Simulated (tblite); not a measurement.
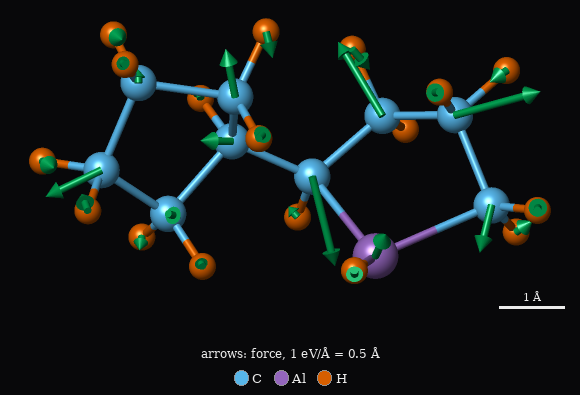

Starting geometry of C₉H₁₇Al with the computed forces as green arrows. A ball-and-stick model, seen at a tilt.

Method: tblite 0.8.0, GFN2-xTB geometry optimisation, gas phase. 

What follows when this structure is relaxed?

It isn't relaxed: the largest force vector, on a C atom, is 3.16 eV/Å. The final displacements have little in common with the starting forces (cosine between the two patterns 0.14). The energy falls by 25.5 kcal/mol in 133 geometry steps. An H atom moves most after the best rigid fit: 1.17 Å. By element the largest moves are H 1.17 Å, C 0.57 Å, Al 0.08 Å. Near-neighbour distances that change, for instance: C–C 1.453 → 1.533 Å, Al–H 1.621 → 1.543 Å, C–C 1.485 → 1.546 Å, C–H 1.133 → 1.095 Å. Bond angles that change, for instance: C–Al–H 118.3° → 133.4°, Al–C–H 104.7° → 119.3°, Al–C–H 110.4° → 121.8°. Groups turn about C–C by about 20°. The run took 2.9 s on 1 thread of Arm Neoverse N1 (shared host).
